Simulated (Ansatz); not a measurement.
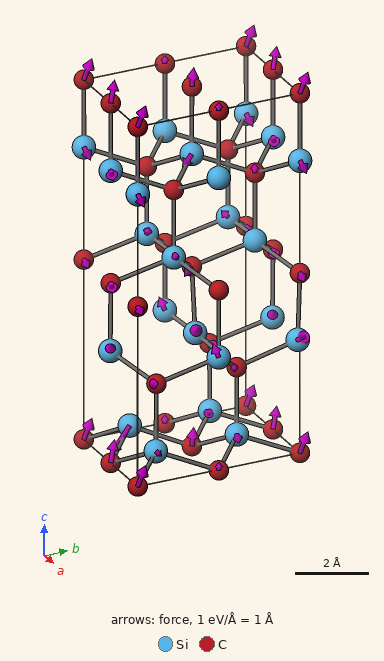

Starting geometry of a defect cell of composition Si16C15 (cell charge +1) with the computed forces as purple arrows. Style: ball-and-stick. Shown: the cell of the calculation, slightly off an axis.

Case: C vacancy (site b), charge +1, atoms relaxed at the host's cell.

Method: DFT PBE, scalar-relativistic, plane waves, PAW (Ansatz 0.2.0). (plane-wave cutoff 420 eV; k-point mesh 4 × 4 × 2; occupations gaussian; smearing width 0.01 eV; collinear spin; atoms relaxed in a fixed cell; force threshold 0.025 eV/Å; at most 45 steps)

**What follows when this structure is relaxed?**

It isn't relaxed: the largest force vector, on a Si atom, is 0.99 eV/Å. The final displacements follow the starting forces only in part (cosine between the two patterns 0.76). The atom that moves furthest is a Si atom (0.088 Å along [−1 −1 −2]). Largest moves by element: Si 0.088 Å, C 0.016 Å. The cell stays as it was. Some distances before and after: C–Si 1.919 → 1.883 Å, C–Si 1.851 → 1.883 Å, C–Si 1.900 → 1.926 Å, C–Si 1.899 → 1.881 Å. Among the angles between lasting bonds that change: C–Si–C 107.3° → 111.1°, Si–C–Si 110.8° → 107.5°, Si–C–Si 110.4° → 107.5°. After 3 geometry steps the energy has fallen by 0.105 eV per cell of the calculation. Largest force component: 0.83 eV/Å at the start, 0.0097 eV/Å at the end.

Limits of the set-up: the periodic images lie only 6.2 Å apart, so the values are limited by the cell's size; the cell is charged, on a uniform background, and energies carry no finite-size correction.
